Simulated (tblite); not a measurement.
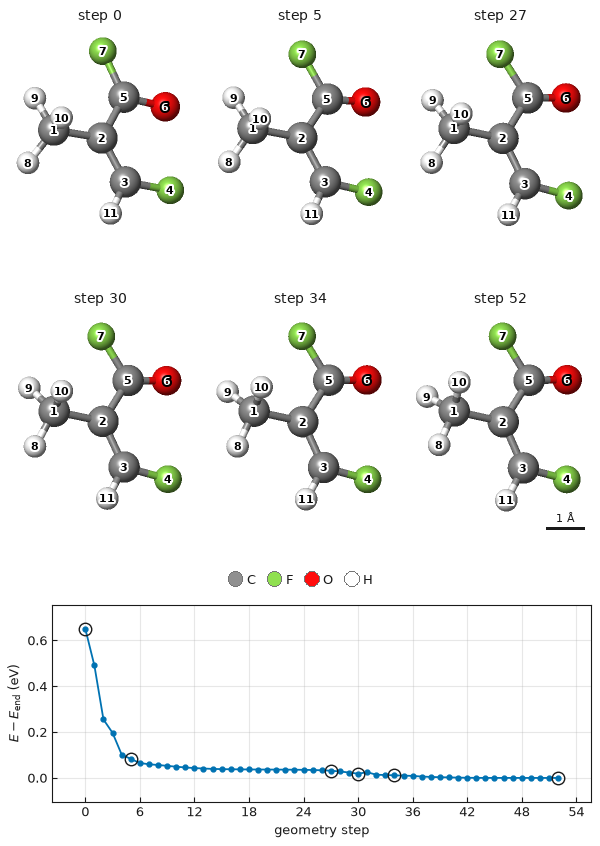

Frames of a relaxation of C₄H₄F₂O, marked on the history of the run. A ball-and-stick model, seen from a free direction.

Level of theory: GFN2-xTB geometry optimisation, gas phase in tblite. 

Describe the path.

The energy falls by 0.652 eV in 52 geometry steps. H10 moves most after the best rigid fit: 0.58 Å. By element the largest moves are H 0.58 Å, F 0.33 Å, O 0.27 Å, C 0.16 Å. Some distances before and after: C5–O6 1.261 → 1.181 Å, C3–F4 1.368 → 1.324 Å, C1–H8 1.113 → 1.086 Å, C1–C2 1.470 → 1.496 Å. Among the angles between lasting bonds that change: C2–C5–O6 116.1° → 130.5°, C2–C5–F7 123.3° → 110.6°, H8–C1–H10 115.1° → 109.2°. Groups turn about C1–C2 by about 35°. The run took 0.16 s on 1 thread of Arm Neoverse V2, with other jobs on the host. From step 0 to 5: O6 moves most (0.14 Å), energy −0.569 eV. From step 5 to 27: H10 moves most (0.15 Å), energy −0.051 eV. From step 27 to 30: H atoms move most (0.17 Å), energy −0.013 eV. From step 30 to 34: H atoms move most (0.13 Å), energy −0.007 eV. From step 34 to 52: H10 moves most (0.17 Å), energy −0.011 eV.
